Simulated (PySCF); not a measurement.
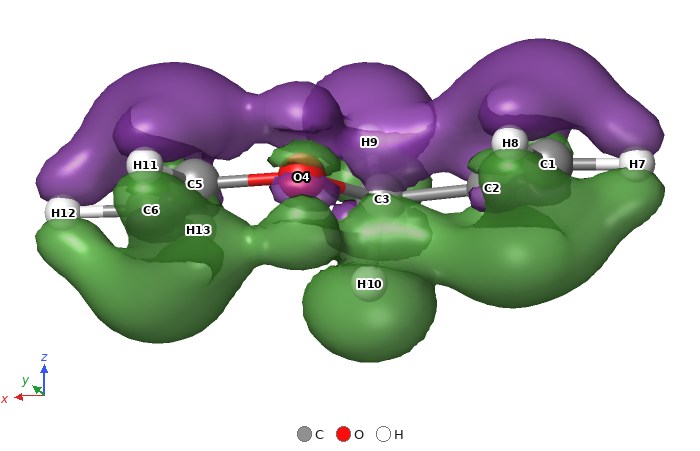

C$_{5}$H$_{7}$O, doublet, SMILES `C=[C]COC=C`. Change of the electron density in a uniform field of 0.10 V/Å, surfaces at ±0.0005 e/Å³ (purple: gain, green: loss).

Level of theory: M06-2X/6-311+G** (PySCF), at a geometry from GFN2-xTB. No frequency check shows the geometry to be a minimum. The basis has diffuse s and p functions alone, which still leaves polarisabilities too small, most of all across bonds. The stability of the open-shell solution wasn't checked. GFN2-xTB doesn't know the spin state, so this open-shell geometry is rough.

Geometry (Å), atoms numbered from 1:

```
C1      -2.7302    0.3162   -0.0003
C2      -1.7679   -0.5438    0.0006
C3      -0.3210   -0.6824   -0.0000
O4       0.3065    0.6075    0.0000
C5       1.6560    0.6357    0.0001
C6       2.5144   -0.3722   -0.0002
H7      -3.7692    0.0206   -0.0003
H8      -2.5683    1.3955   -0.0011
H9       0.0002   -1.2413    0.8921
H10     -0.0008   -1.2411   -0.8923
H11      1.9888    1.6662    0.0009
H12      3.5695   -0.1748   -0.0002
H13      2.2206   -1.4062   -0.0008
```

The field was applied in both directions; the picture shows the one opposite to the script's first.

Question: Along which Cartesian direction does the field point?

Answer: Along −z: electrons gather on the +z side, against the field.

Question: What dipole is induced, and what polarisability does it imply?

Answer: The induced dipole is 0.22 D (along the field); α along this axis, from the fields in both directions, is 44 bohr³ (6.5 Å³).

Cost of the run: 2.1 min on 1 thread of AMD EPYC 7R13 Processor (Zen 3), on a shared host, peak memory 0.92 GiB.
